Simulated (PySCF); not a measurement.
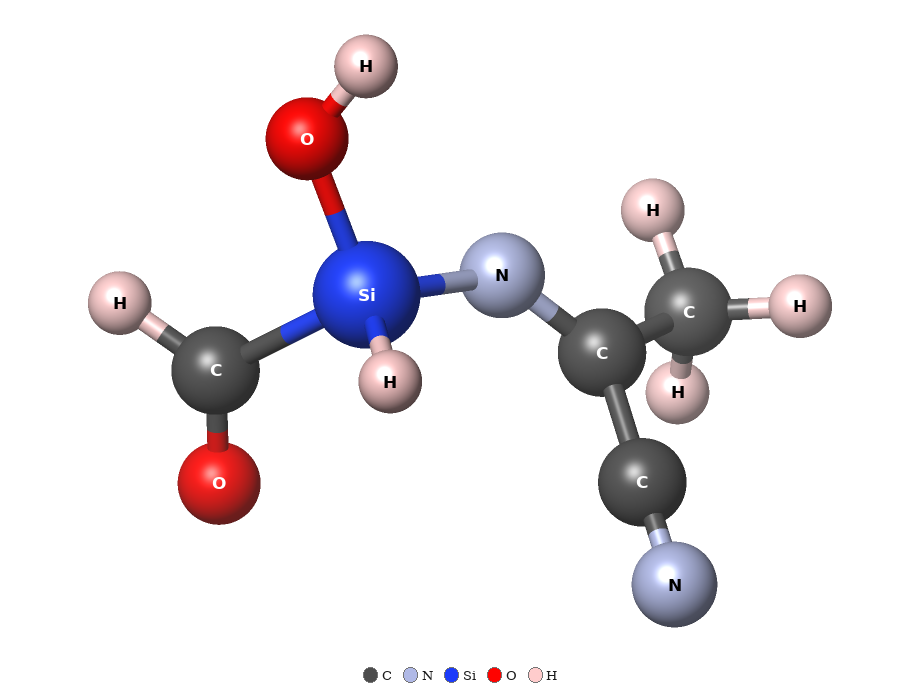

The geometry was computed by an optimisation with GFN2-xTB. No frequency run is at hand to confirm it as a minimum. Level of theory: B3LYP/def2-SVPD, gas phase (PySCF 2.14.0). Excitations: vertical, linear response.

**Estimate the HOMO energy (Kohn–Sham orbital).**

−6.94 eV.

**Give the mean static polarisability at this level.**

94.1 bohr³.

**Estimate the brightest of the 8 lowest singlets.**

6.09 eV.

**What is the lowest vertical singlet excitation?**

3.04 eV.

The geometry is semi-empirical. Around Si such bond lengths and angles can be off by a tenth of an ångström or more and by several degrees, and values that hang on the shape move with them.
